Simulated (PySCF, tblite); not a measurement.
# C₆H₆Cl₂Si: geometry, infrared bands and NMR shifts

What infrared bands and NMR shifts should C₆H₆Cl₂Si (`ClC(Cl)C#CC1=CC[SiH2]1`) show?

Programs: tblite 0.8.0 and PySCF 2.14.0, with density-fitted response routines of our own. Each step states its level of theory. These are calculated values for one molecule in the gas phase, unless marked as measured. Atoms count from 0, in the outputs and in this text.

## Step 1: The molecule as given

15 atoms, charge 0, multiplicity 1; geometry from: force field or distance geometry start.

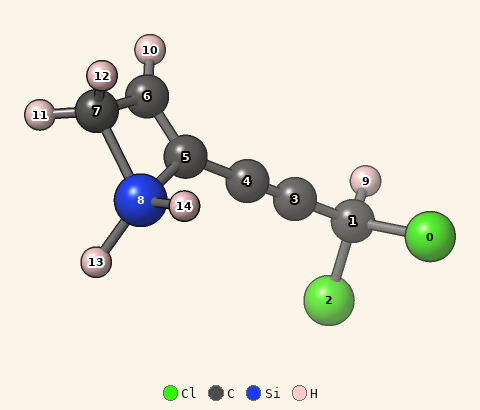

The starting geometry (chlorine green, carbon dark grey, silicon blue, hydrogen pink), atoms numbered.

## Step 2: Geometry optimisation with GFN2-xTB

What the job is given:

```
{"job": {"kind": "relax", "xc": "GFN2-xTB", "basis": "xTB"}, "charge": 0, "multiplicity": 1}
Cl     4.264700     0.365600     1.330800
C      3.568800     0.166400    -0.302100
Cl     4.149000    -1.361300    -1.007600
C      2.115700     0.141700    -0.208100
C      0.916600     0.119000    -0.122700
C     -0.624900     0.107800    -0.047400
C     -1.554500     0.919500    -0.597400
C     -2.849500     0.284500    -0.055800
Si    -1.804300    -1.012200     0.838900
H      3.918600     0.986400    -0.913600
H     -1.437600     1.787300    -1.244500
H     -3.524600    -0.147800    -0.816800
H     -3.455000     0.909800     0.620500
H     -1.890600    -2.385600     0.277100
H     -1.796800    -0.873200     2.321400
```

Run with:

```sh
> OMP_NUM_THREADS=1 python probes_run.py task.json out
```

The driver reads the jobs from task.json and runs them one after another.

Standard output:

```text
step      E/eV     max force
  0    -723.69637    4.116
  1    -723.89489    4.882
  2    -724.02303    1.557
  3    -724.08750    0.635
  4    -724.13136    0.582
  5    -724.16128    0.395
  6    -724.17704    0.299
  7    -724.18797    0.196
  8    -724.19623    0.197
  9    -724.20289    0.211
 10    -724.20757    0.196
 11    -724.21063    0.146
 12    -724.21281    0.119
 13    -724.21487    0.117
 14    -724.21694    0.102
 15    -724.21865    0.118
 16    -724.21965    0.078
 17    -724.22019    0.060
 18    -724.22056    0.045
 19    -724.22090    0.054
 20    -724.22118    0.051
 21    -724.22138    0.038
 22    -724.22153    0.038
 23    -724.22166    0.036
 24    -724.22178    0.032
 25    -724.22187    0.022
 26    -724.22194    0.025
 27    -724.22200    0.030
 28    -724.22207    0.030
 29    -724.22213    0.022
 30    -724.22218    0.016
 31    -724.22220    0.010
 32    -724.22222    0.012
 33    -724.22224    0.010
```

Wall time 0.27 s (1 thread of Arm Neoverse V2, shared host).

Along the way: (not every step is listed)

```tsv
step	energy from step 0 (eV)	largest force (eV/Å)
0	0.0000	4.1155
1	-0.1985	4.8818
2	-0.3267	1.5574
3	-0.3911	0.6346
4	-0.4350	0.5821
5	-0.4649	0.3952
6	-0.4807	0.2992
7	-0.4916	0.1963
8	-0.4999	0.1970
10	-0.5112	0.1961
12	-0.5164	0.1186
14	-0.5206	0.1015
16	-0.5233	0.0785
18	-0.5242	0.0449
20	-0.5248	0.0511
22	-0.5252	0.0377
24	-0.5254	0.0315
26	-0.5256	0.0255
28	-0.5257	0.0304
29	-0.5258	0.0222
30	-0.5258	0.0158
31	-0.5258	0.0104
32	-0.5258	0.0119
33	-0.5259	0.0100
```

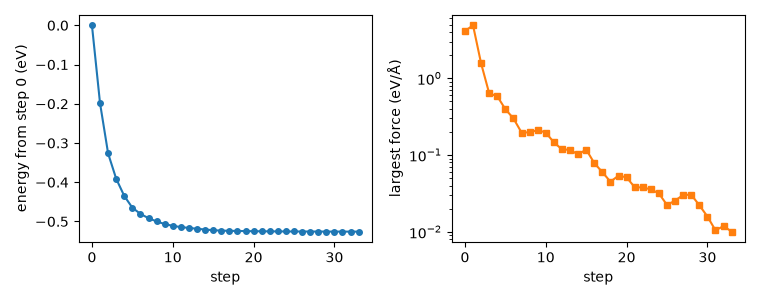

Energy and largest force along the relaxation.

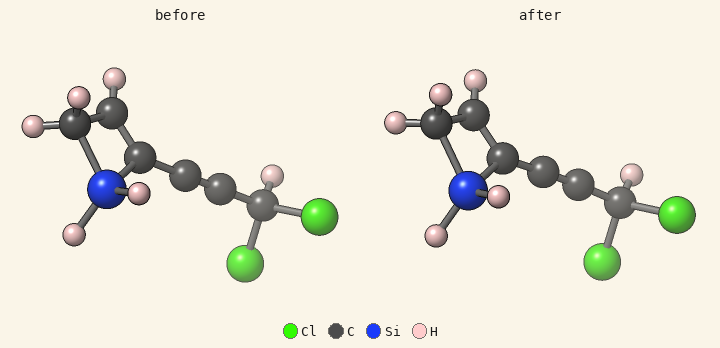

Before and after, at one scale.

Close pairs (by a distance rule), those that changed most:

```tsv
bond	before (Å)	after (Å)	change (Å)
C4–C5	1.543	1.390	-0.153
C5–Si8	1.852	1.908	+0.056
C7–Si8	1.891	1.931	+0.041
C6–C7	1.541	1.502	-0.039
Si8–H14	1.489	1.459	-0.030
C1–C3	1.456	1.428	-0.028
Si8–H13	1.486	1.459	-0.027
C1–Cl2	1.780	1.800	+0.020
```

The next job starts from the end point, and lists it.

## Step 3: Vibrational analysis with GFN2-xTB

What the job is given:

```
{"job": {"kind": "ir", "xc": "GFN2-xTB", "basis": "xTB"}, "charge": 0, "multiplicity": 1}
Cl     4.168380     0.366457     1.345152
C      3.475589     0.186758    -0.306594
Cl     4.051006    -1.368271    -1.007818
C      2.048399     0.206532    -0.250015
C      0.843777     0.166673    -0.160207
C     -0.539165     0.092533    -0.036118
C     -1.506739     0.867928    -0.559897
C     -2.799021     0.284969    -0.064534
Si    -1.766880    -1.052867     0.870630
H      3.897720     0.987236    -0.917861
H     -1.408732     1.730563    -1.201679
H     -3.448687    -0.053501    -0.871660
H     -3.377425     0.985957     0.537264
H     -1.870234    -2.419163     0.368003
H     -1.772401    -0.973815     2.327962
```

Standard output:

```text
mode    cm-1     km/mol
  1      -1.0      0.40
  2      51.7      0.06
  3      57.7      0.61
  4     134.6      1.00
  5     147.4      0.51
  6     225.1      0.03
  7     228.1      2.79
  8     333.5      4.85
  9     383.5      8.55
 10     409.0      0.04
 11     414.1      0.40
 12     441.1      4.78
 13     513.0     28.16
 14     524.8     51.91
 15     603.7    146.27
 16     619.6     47.78
 17     632.3      0.07
 18     659.9      2.42
 19     711.0     77.27
 20     736.2     91.44
 21     762.5    234.67
 22     802.2      1.22
 23     946.8     50.19
 24    1014.5     13.37
 25    1049.5      3.45
 26    1115.3     53.99
 27    1161.3     33.65
 28    1178.4      4.66
 29    1200.6     22.19
 30    1272.7     21.13
 31    1458.6      9.06
 32    1616.4     34.87
 33    2288.0    452.90
 34    2291.8    159.44
 35    2310.4    130.01
 36    2922.8      0.26
 37    2969.3     37.91
 38    2991.3     52.98
 39    3066.8     54.76
```

It took 0.63 s on 1 thread of Arm Neoverse V2, shared host.

Which atoms move in the most intense modes:

```tsv
cm⁻¹	km/mol	atoms
604	146.3	H13 36 %, H14 36 %
711	77.3	C7 48 %, Si8 15 %
736	91.4	H12 28 %, H11 28 %, C7 24 %, H10 10 %
762	234.7	H14 41 %, H13 41 %, Si8 11 %
2288	452.9	H14 48 %, H13 48 %
2292	159.4	H13 49 %, H14 48 %
2310	130.0	C4 49 %, C3 49 %
3067	54.8	H10 92 %
```

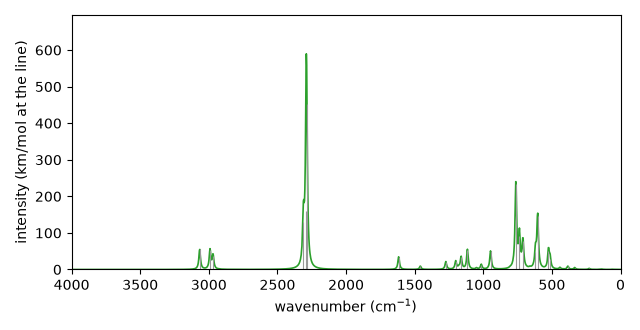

The infrared spectrum from these modes, unscaled. Lines are broadened to a width of 14 cm⁻¹ (Lorentzian).

## Step 4: NMR shieldings: PBE0/pcSseg-1

Settings changed since step 3:

```diff
@@ -1,2 +1,2 @@
-{"job": {"kind": "ir", "xc": "GFN2-xTB", "basis": "xTB"}, "charge": 0, "multiplicity": 1}
+{"job": {"kind": "nmr", "xc": "PBE0", "basis": "pcSseg-1"}, "charge": 0, "multiplicity": 1}
 Cl     4.168380     0.366457     1.345152
```

Method: GIAO PBE0/pcSseg-1 NMR shielding, non-relativistic, gas phase.

Standard output:

```text
coarse grid: 15112 points
cycle   1  E = -1441.1144052108  dE =  1.340e+00  |g| = 5.458e-01  |ddm| = 4.157e+00
cycle   2  E = -1441.0232495879  dE =  9.116e-02  |g| = 8.330e-01  |ddm| = 1.555e+00
cycle   3  E = -1441.1812445280  dE = -1.580e-01  |g| = 2.030e-01  |ddm| = 9.529e-01
cycle   4  E = -1441.1907581020  dE = -9.514e-03  |g| = 6.739e-02  |ddm| = 2.455e-01
cycle   5  E = -1441.1917876211  dE = -1.030e-03  |g| = 1.678e-02  |ddm| = 7.238e-02
cycle   6  E = -1441.1918563715  dE = -6.875e-05  |g| = 4.917e-03  |ddm| = 2.833e-02
cycle   7  E = -1441.1918622985  dE = -5.927e-06  |g| = 1.906e-03  |ddm| = 8.747e-03
final grid: 134904 points
cycle   8  E = -1441.2442235913  dE = -3.195e-05  |g| = 7.331e-03  |ddm| = 7.895e-02
cycle   9  E = -1441.2442138255  dE =  9.766e-06  |g| = 9.205e-03  |ddm| = 2.106e-02
cycle  10  E = -1441.2442360716  dE = -2.225e-05  |g| = 1.697e-03  |ddm| = 1.297e-02
cycle  11  E = -1441.2442366337  dE = -5.621e-07  |g| = 5.967e-04  |ddm| = 2.337e-03
cycle  12  E = -1441.2442367237  dE = -8.994e-08  |g| = 1.175e-04  |ddm| = 7.909e-04
cycle  13  E = -1441.2442367261  dE = -2.390e-09  |g| = 6.211e-05  |ddm| = 1.717e-04
cycle  14  E = -1441.2442367270  dE = -9.049e-10  |g| = 2.040e-05  |ddm| = 7.497e-05
converged SCF energy = -1441.2442367270

GIAO shielding tensors (ppm)
atom      isotropic    diamagn.    paramagn.     s11        s22        s33       span
  0 Cl     587.441    1145.400    -557.958    236.590    508.054   1017.681    781.091
  1 C      113.942     242.966    -129.024     76.934    125.611    139.279     62.345
  2 Cl     587.341    1145.402    -558.061    236.380    507.892   1017.751    781.371
  3 C       92.567     264.012    -171.445     22.250     31.035    224.416    202.166
  4 C       87.397     242.321    -154.924      8.174     23.676    230.340    222.167
  5 C       53.969     264.063    -210.094    -39.904     53.393    148.419    188.323
  6 C       17.081     253.348    -236.267    -99.760     10.528    140.474    240.234
  7 C      166.865     256.271     -89.406    148.221    167.483    184.891     36.670
  8 Si     381.866     879.352    -497.485    349.681    365.562    430.356     80.676
  9 H       25.225      27.197      -1.971     21.774     23.722     30.180      8.406
 10 H       24.343      32.551      -8.208     22.781     23.378     26.870      4.089
 11 H       29.683      29.076       0.607     26.289     27.202     35.557      9.267
 12 H       29.682      29.071       0.612     26.288     27.203     35.555      9.267
 13 H       26.579      28.174      -1.595     24.023     24.855     30.859      6.836
 14 H       26.579      28.172      -1.593     24.021     24.855     30.860      6.839
```

Run time: 35 s. Hardware: 1 thread of Arm Neoverse V2, shared host; peak memory 0.9 GiB.

Shifts follow as δ = σ(reference) − σ, with reference shieldings (ppm) from runs at the same level and on the same kind of geometry: ¹H TMS 31.72, ¹³C TMS 186.9, ²⁹Si TMS 349.2, ³⁵Cl HCl 950. The references are single molecules in the gas phase. Atoms listed in one row are averaged.

```tsv
atoms	environment	σ (ppm)	δ (ppm)	δ scaled to CDCl3
C6	alkene CH	17.1	169.8	163.9
C5	fully substituted alkene carbon	54.0	133.0	127.8
C4	alkyne carbon	87.4	99.5	95.2
C3	alkyne carbon	92.6	94.4	90.2
C1	propargylic sp3 CH bonded to 2 Cl	113.9	73.0	69.3
C7	allylic sp3 CH2 bonded to Si	166.9	20.1	17.7
H10	hydrogen on an alkene CH	24.34	7.37	7.06
H9	hydrogen on a propargylic sp3 CH bonded to 2 Cl	25.23	6.49	6.23
H13, H14	hydrogen on a silicon bonded to 2 C, in a 4-membered ring	26.58	5.14	–
H11, H12	hydrogen on an allylic sp3 CH2 bonded to Si	29.68	2.03	2.02
Cl0, Cl2	chlorine bonded to C	587	362	–
Si8	silicon bonded to 2 C, 2 H, in a 4-membered ring	381.9	-32.7	–
```

The scaled column applies a straight-line fit of computed shieldings to shifts measured in CDCl3, with any fitted terms for Cl, Br or S neighbours (root-mean-square error 0.16 ppm for H, 1.9 ppm for C).

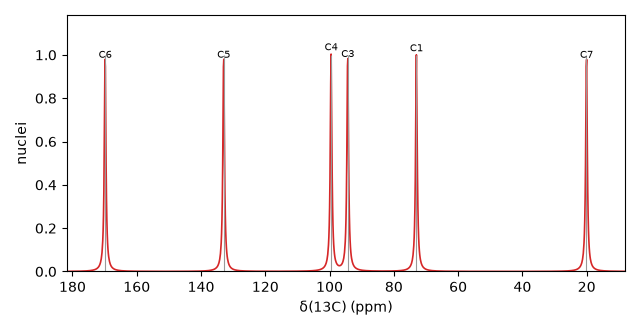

¹³C lines at the computed shifts, without couplings. Lines are broadened to a width of 0.60 ppm (Lorentzian).

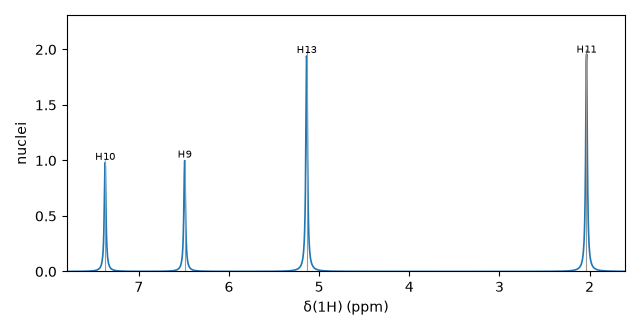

¹H lines at the computed shifts, without couplings. Lines are broadened to a width of 0.02 ppm (Lorentzian).

Charges from the same density, by scheme (e):

```tsv
atoms	Mulliken	IAO	Hirshfeld	ESP fit
Cl0, Cl2	-0.06	-0.07	-0.06	-0.01
C1	-0.38	-0.09	0.04	-0.50
C3	0.00	-0.08	-0.08	0.31
C4	0.41	0.01	-0.03	-0.35
C5	-0.56	-0.29	-0.09	-0.02
C6	-0.08	-0.08	-0.01	0.01
C7	-0.47	-0.54	-0.16	-0.62
Si8	0.72	0.77	0.37	0.62
```

ESP fit charges:

Cl0 -0.01; C1 -0.50; Cl2 -0.01; C3 0.31; C4 -0.35; C5 -0.02; C6 0.01; C7 -0.62; Si8 0.62; H9 0.31; H10 0.14; H11 0.18; H12 0.18; H13 -0.11; H14 -0.11

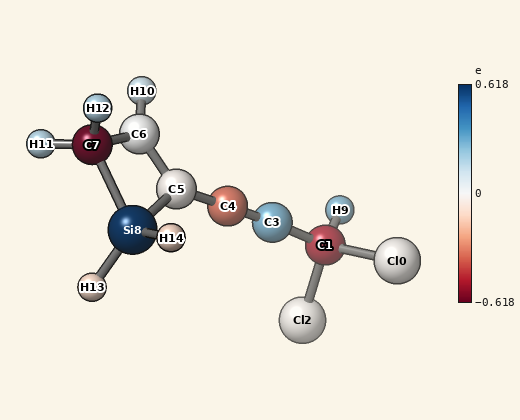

ESP fit charges, as colours on the atoms.

Mayer bond orders: Cl0–C1 1.06, C1–Cl2 1.06, C1–C3 0.94, C3–C4 2.17, C4–C5 1.00, C5–C6 1.73, C6–C7 1.02, C7–Si8 0.91, Si8–C5 0.86.

Ring of atoms C5, C6, C7, Si8: NICS(0) 0.3, NICS(1) -2.2, NICS(1)zz 3.2 ppm (means of both faces).

## Step 5: Outcome

| quantity | value |
| --- | --- |
| strongest single infrared mode (GFN2-xTB) | 2288 cm⁻¹, 453 km/mol |
| zero-point energy (GFN2-xTB) | 57.5 kcal/mol |
| ¹³C shifts against TMS (PBE0/pcSseg-1) | 169.8, 133.0, 99.5, 94.4, 73.0, 20.1 ppm |
| ¹H shifts against TMS (PBE0/pcSseg-1, means over atoms taken as alike) | 7.37, 6.49, 5.14, 2.03 ppm |
| ³⁵Cl shifts against HCl (PBE0/pcSseg-1, means over atoms taken as alike) | 362 ppm |
| ²⁹Si shifts against TMS (PBE0/pcSseg-1) | -32.7 ppm |

The optimisation took 33 steps and gained 0.526 eV; among the close pairs (by a distance rule), C4–C5 changed most, from 1.543 to 1.390 Å. The lowest mode is slightly imaginary (1i cm⁻¹), a soft motion within the noise of the Hessian, so the minimum is not strictly shown. GFN2-xTB is a fitted tight-binding method: band positions and strengths are rough. Its intensities can rank the bands wrongly. C1 stands next to heavy halogen, whose spin-orbit shielding this run leaves out, so the computed shift lies too far downfield, most of all for carbon beside Br or I. The most deshielded hydrogen is H10 (hydrogen on an alkene CH), at 7.37 ppm: attached to an sp2 carbon and in the plane of the double bond. At PBE0/pcSseg-1: The widest tensor belongs to Cl0, Cl2: span 781 ppm, with a paramagnetic part of -558 ppm.
